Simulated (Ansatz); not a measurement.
**NS (Mononitrogen monosulfide): UCCSD/cc-pVTZ**

Aim: the electronic atomisation energy of NS (Mononitrogen monosulfide) at UCCSD/cc-pVTZ, from 3 runs. 

The calculation is run with Ansatz 0.2.0.

34 further runs of the same task are left out: 34 set aside as unsound or not needed.

## 1. The structure to begin with

NS: 2 atoms, total charge 0, spin state doublet. SMILES: `[N]=S`. Geometry: relaxed at PBE0-D4/def2-TZVP.

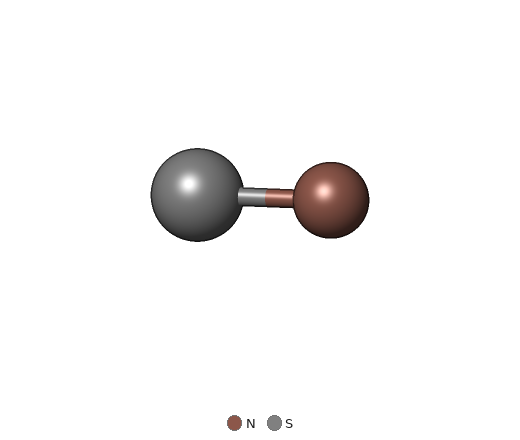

The structure, seen from a chosen angle (nitrogen brown, sulfur grey).

## 2. A single-point energy at UCCSD/cc-pVTZ

in.yaml

```yaml
basis:
  gaussian:
    orbitals: cc-pVTZ
crystal:
  periodic: [false, false, false]
  atoms:
    - {symbol: N, position_ang: [-0.000000, -0.000000, -0.011220]}
    - {symbol: S, position_ang: [0.000000, 0.000000, 1.474400]}
magnetization:
  spin_polarized: true
  initial_magnetization: 1
correlation:
  method: ccsd
  frozen_orbitals: {"N": 1, S: 5}
accuracy: high
scf:
  omitted_lower_state_checks: [cluster_reference, increment]
```

Run with:

```sh
$ ansatz run in.yaml --threads 1 --pin off --max-ram 3480MiB --events-out events.jsonl --progress --plain --runs-dir runs
```

Standard output:

```text
Warning: RAYON_NUM_THREADS=1 ignored (pool sized by the plan → 1); use --threads N
Functional definition: HF
  name "HF"
  exchange = exact_x
  correlation = 0
these checks for a lower state are left out or cut short: cluster_reference, increment
899 factors; integrals over basis functions are off by at most 3.8e-9 eV
mean field evaluation 1: about -12296.3619 eV, gradient 1.6e1 eV
mean field evaluation 2: about -12296.5346 eV, gradient 1.6e1 eV
mean field evaluation 4: about -12297.9772 eV, gradient 2.4e0 eV
mean field evaluation 8: about -12298.0829 eV, gradient 4.6e-1 eV
mean field evaluation 16: about -12298.3013 eV, gradient 6.8e-3 eV
mean field evaluation 32: about -12298.3000 eV, gradient 2.5e-1 eV
mean field evaluation 64: about -12298.3013 eV, gradient 2.7e-8 eV
mean field -12298.30132217 eV, -451.9542375018 hartree, gradient 2.7e-8 eV, S^2 1.159539; 3 other end points of the search recorded, 0 dependent functions left out
6 core orbitals not correlated: weight in the atoms' cores, before any rotation towards them, 1.000 or more for the frozen orbitals, at most 0.000 for the correlated occupied ones
reference -12298.30132217 eV, -451.9542375018 hartree; 6, 5 occupied and 52, 53 virtual orbitals, 899 factors
second order -8.40429285 eV of doubles, -0.00000000 eV of singles
cycle   1  -8.73584465 eV  change   -3.3e-1 eV  update   1.2e-1
cycle   2  -9.19292362 eV  change   -4.6e-1 eV  update   5.5e-2
cycle   3  -9.44814966 eV  change   -2.6e-1 eV  update   4.8e-2
cycle   4  -9.56109532 eV  change   -1.1e-1 eV  update   2.7e-2
cycle   5  -9.57981665 eV  change   -1.9e-2 eV  update   9.1e-3
cycle   6  -9.58818923 eV  change   -8.4e-3 eV  update   3.5e-3
cycle   7  -9.58946742 eV  change   -1.3e-3 eV  update   1.4e-3
cycle   8  -9.58920176 eV  change    2.7e-4 eV  update   6.9e-4
cycle   9  -9.58946255 eV  change   -2.6e-4 eV  update   3.0e-4
cycle  10  -9.58961407 eV  change   -1.5e-4 eV  update   1.3e-4
cycle  11  -9.58965760 eV  change   -4.4e-5 eV  update   5.2e-5
cycle  12  -9.58963430 eV  change    2.3e-5 eV  update   2.0e-5
cycle  13  -9.58963214 eV  change    2.2e-6 eV  update   6.2e-6
cycle  14  -9.58963012 eV  change    2.0e-6 eV  update   2.2e-6
cycle  15  -9.58963095 eV  change   -8.3e-7 eV  update   1.0e-6
cycle  16  -9.58962962 eV  change    1.3e-6 eV  update   5.9e-7
cycle  17  -9.58962894 eV  change    6.8e-7 eV  update   3.1e-7
cycle  18  -9.58962850 eV  change    4.4e-7 eV  update   1.4e-7
cycle  19  -9.58962825 eV  change    2.5e-7 eV  update   6.1e-8
cycle  20  -9.58962790 eV  change    3.5e-7 eV  update   1.1e-7
cycle  21  -9.58962776 eV  change    1.4e-7 eV  update   5.5e-8
cycle  22  -9.58962763 eV  change    1.3e-7 eV  update   2.8e-8
cycle  23  -9.58962756 eV  change    7.5e-8 eV  update   1.4e-8
cycle  24  -9.58962753 eV  change    2.5e-8 eV  update   5.2e-9
cycle  25  -9.58962753 eV  change    2.6e-9 eV  update   1.9e-9
cycle  26  -9.58962753 eV  change  -2.2e-10 eV  update  6.4e-10
Total energy: -12307.89094970 eV, -452.3066498134 hartree
Checks for a lower state left out: cluster_reference, increment
```

It took 4.2 s on 1 thread of Arm Neoverse V1, shared host; peak memory 0.28 GiB.

## 3. The N atom at the same level

run.yaml

```yaml
crystal:
  periodic: [false, false, false]
  atoms:
    - symbol: N
      position_ang: [0.000000, 0.000000, 0.000000]
basis:
  gaussian:
    orbitals: cc-pVTZ
magnetization:
  spin_polarized: true
  initial_magnetization: 3
correlation:
  method: ccsd
  frozen_orbitals: {"N": 1}
accuracy: high
scf:
  omitted_lower_state_checks: [cluster_reference, increment]
```

Run with:

```sh
$ ansatz run run.yaml --threads 1 --pin off --max-ram 3480MiB --events-out events.jsonl --progress --plain --runs-dir runs
```

Standard output:

```text
Warning: RAYON_NUM_THREADS=1 ignored (pool sized by the plan → 1); use --threads N
[... 4 set-up lines as earlier in the session ...]
these checks for a lower state are left out or cut short: cluster_reference, increment
299 factors; integrals over basis functions are off by at most 2.3e-9 eV
mean field evaluation 1: about -1480.2154 eV, gradient 5.0e0 eV
mean field evaluation 2: about -1480.2175 eV, gradient 5.0e0 eV
mean field evaluation 4: about -1480.3181 eV, gradient 1.6e-1 eV
mean field evaluation 8: about -1480.3181 eV, gradient 1.9e-5 eV
mean field -1480.31808441 eV, -54.4006862065 hartree, gradient 3.1e-8 eV, S^2 3.756090; 0 other end points of the search recorded, 0 dependent functions left out
1 core orbitals not correlated: weight in the atoms' cores, before any rotation towards them, 1.000 or more for the frozen orbitals, at most 0.000 for the correlated occupied ones
reference -1480.31808441 eV, -54.4006862065 hartree; 4, 1 occupied and 25, 28 virtual orbitals, 299 factors
second order -2.61040288 eV of doubles, -0.00000000 eV of singles
cycle   1  -2.94621172 eV  change   -3.4e-1 eV  update   2.9e-2
cycle   2  -3.03569469 eV  change   -8.9e-2 eV  update   1.0e-2
cycle   3  -3.04079206 eV  change   -5.1e-3 eV  update   2.4e-3
cycle   4  -3.04067707 eV  change    1.1e-4 eV  update   4.8e-4
cycle   5  -3.04071626 eV  change   -3.9e-5 eV  update   1.1e-4
cycle   6  -3.04075870 eV  change   -4.2e-5 eV  update   2.2e-5
cycle   7  -3.04075486 eV  change    3.8e-6 eV  update   3.7e-6
cycle   8  -3.04075445 eV  change    4.2e-7 eV  update   4.4e-7
cycle   9  -3.04075452 eV  change   -7.7e-8 eV  update   6.3e-8
cycle  10  -3.04075460 eV  change   -8.1e-8 eV  update   1.1e-8
cycle  11  -3.04075460 eV  change   8.9e-10 eV  update   6.9e-9
cycle  12  -3.04075453 eV  change    6.8e-8 eV  update   1.3e-8
cycle  13  -3.04075452 eV  change    1.4e-8 eV  update   2.9e-9
cycle  14  -3.04075452 eV  change  -4.2e-10 eV  update  4.9e-10
Total energy: -1483.35883893 eV, -54.5124318740 hartree
Checks for a lower state left out: cluster_reference, increment
```

Wall time 0.28 s (1 thread of Arm Neoverse V1, shared host).

## 4. The S atom at the same level

job.yaml

```yaml
crystal:
  periodic: [false, false, false]
  atoms:
    - {symbol: S, position_ang: [0.000000, 0.000000, 0.000000]}
basis:
  gaussian:
    orbitals: cc-pVTZ
magnetization:
  spin_polarized: true
  initial_magnetization: 2
correlation:
  method: ccsd
  frozen_orbitals: {S: 5}
accuracy: high
scf:
  omitted_lower_state_checks: [cluster_reference, increment]
```

Run the same way, it converges to -397.64874 Eh (log not shown).

## 5. Summary of results

At UCCSD/cc-pVTZ, 6 core orbitals frozen:

```
                                             quantity          value
                               molecule: total energy  -452.30665 Eh
molecule: correlation energy (6 core orbitals frozen)     -352.4 mEh
          molecule: ⟨S²⟩ of the reference determinant          1.160
                              molecule: T1 diagnostic          0.076
                                 N atom: total energy   -54.51243 Eh
   N atom: correlation energy (1 core orbital frozen)     -111.7 mEh
            N atom: ⟨S²⟩ of the reference determinant          3.756
                                N atom: T1 diagnostic          0.005
                                 S atom: total energy  -397.64874 Eh
  S atom: correlation energy (5 core orbitals frozen)     -139.5 mEh
            S atom: ⟨S²⟩ of the reference determinant          2.012
                                S atom: T1 diagnostic          0.010
                        electronic atomisation energy       3.959 eV
```

In words: Taking the molecule apart into free atoms costs 3.96 eV (91 kcal/mol), before zero-point energy and without spin-orbit coupling. ⟨S²⟩ (molecule) is 1.16 where a pure doublet has 0.75: the reference is spin-contaminated. The T1 diagnostic (molecule) of 0.076 is above the customary mark for such species, so a single reference may not serve.
